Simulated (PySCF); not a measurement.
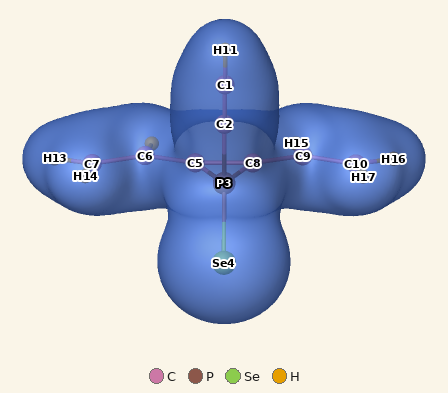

*C8H7PSe (SMILES C#CP1(=[Se])C(C=C)=C1C=C). Isosurface of the total electron density at 0.1 e/Å³ (blue), seen from one side.*

Geometry: PBE0-D3(BJ)/def2-SVP.

These are results of PBE0/def2-SVPD, SCF density, gas phase (PySCF 2.14.0), not measurements.

Input file:

```
{"job": {"kind": "uv", "xc": "PBE0", "basis": "def2-SVPD", "ip": true}, "charge": 0, "multiplicity": 1}
C     -1.361493     3.094144     0.459147
C     -0.897542     2.006393     0.735825
P     -0.228476     0.449957     1.204931
Se    -0.131328     0.112732     3.257263
C     -0.422560    -0.710717    -0.124677
C     -1.257515    -1.689047    -0.766849
C     -2.509464    -1.943397    -0.358806
C      0.810158    -0.168402    -0.096259
C      2.118366    -0.204622    -0.691636
C      3.137462     0.536481    -0.232639
H     -1.773358     4.057207     0.214907
H     -0.824312    -2.237679    -1.611118
H     -3.125597    -2.697840    -0.852952
H     -2.942094    -1.406539     0.490467
H      2.258979    -0.877885    -1.545197
H      4.127126     0.488622    -0.692259
H      3.003881     1.202636     0.624569
```

Run with:

```sh
OMP_NUM_THREADS=1 python probes_run.py task.json out
```

How is the density connected at this value?

At this value the surface is in one piece. It bridges the sampled C–C (1.21 Å), C–P (1.76 Å), P–Se (2.08 Å) and C–H (1.08 Å) contacts, where the density stays above the isovalue. On the grid the lowest density along these lines, outside the cores, is 2.6 e/Å³ (C–C, 1.21 Å), 1.1 e/Å³ (C–P, 1.76 Å), 0.95 e/Å³ (P–Se, 2.08 Å) and 1.9 e/Å³ (C–H, 1.08 Å).
